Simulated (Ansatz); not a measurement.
The calculation's input:

```
crystal:
  periodic: [false, false, false]
  atoms:
    - {symbol: Si, position_ang: [-0.031664, -0.004212, 0.024720]}
    - {symbol: H, position_ang: [-0.696836, -1.291384, -0.285729]}
    - {symbol: F, position_ang: [1.223249, 0.162495, -0.953573]}
    - {symbol: H, position_ang: [0.462260, 0.003427, 1.421719]}
    - {symbol: H, position_ang: [-0.957008, 1.129674, -0.206937]}
basis:
  gaussian: {orbitals: def2-TZVPP}
hamiltonian: {xc: pbe0, dispersion: d4}
output: {orbitals: {seedname: orbitals}}
```

Launched as:

```sh
ansatz run in.yaml --threads 2 --pin off --events-out ev --progress --plain --max-ram 4352MiB
```

The product side of a reaction path; geometry: PBE0-D4/def2-TZVP.

Theory: RKS PBE0-D4/def2-TZVPP in Ansatz 0.2.0.

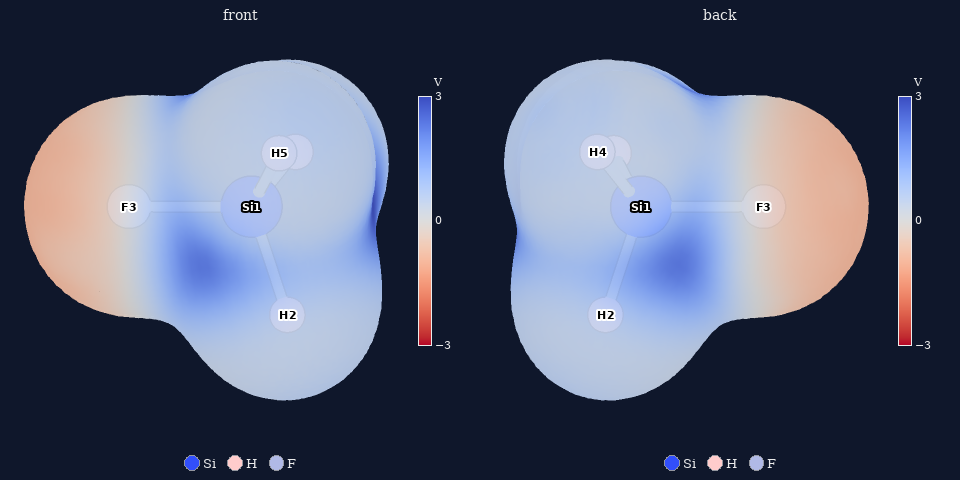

FH$_{3}$Si. The electrostatic potential painted on the density surface at 0.004 e/bohr³, seen from the front and from behind; the colour scale runs from red (negative) to blue (positive).

### Describe the electrostatic potential map.

The most negative region (about −0.9 V, or −21 kcal/mol for a unit charge) lies over F3, the most positive (about +2.8 V, or +65 kcal/mol for a unit charge) over Si1.
